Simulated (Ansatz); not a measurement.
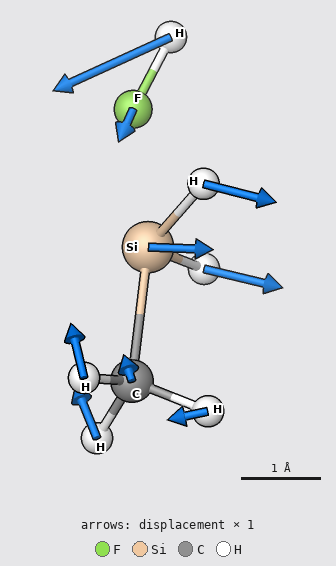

A constrained relaxation of CH$_{6}$FSi (multiplicity 2). The starting structure is drawn; blue arrows show the displacements, at their true length. The two geometries are superimposed by the best rigid fit.

Style: ball-and-stick. Shown from a free direction.

The reaction that was planned forms F1–H4 and breaks F1–Si2 (atoms numbered from 1 in input order).

Theory: Ansatz, UKS PBE0-D4/def2-SVP. Settings: held fixed: the distance between atoms 1 (F) and 4 (H), the distance between atoms 1 (F) and 2 (Si), counting from 1; force threshold 0.08 eV/Å; at most 120 steps.

**Atoms of which element are displaced furthest, and by how much?**

Hydrogen: up to 1.70 Å, against 0.85 Å for silicon.

**What happened in the run?**

The optimiser took 13 steps. An H atom moves most after the best rigid fit: 1.70 Å. By element the largest moves are H 1.70 Å, Si 0.85 Å, F 0.51 Å, C 0.41 Å. Some distances before and after: C–Si 1.917 → 1.872 Å, H–Si 1.466 → 1.496 Å, C–H 1.089 → 1.103 Å. Among the angles between lasting bonds that change: C–Si–H 104.5° → 112.2°, H–Si–H 116.4° → 110.9°, Si–C–H 112.7° → 110.5°.
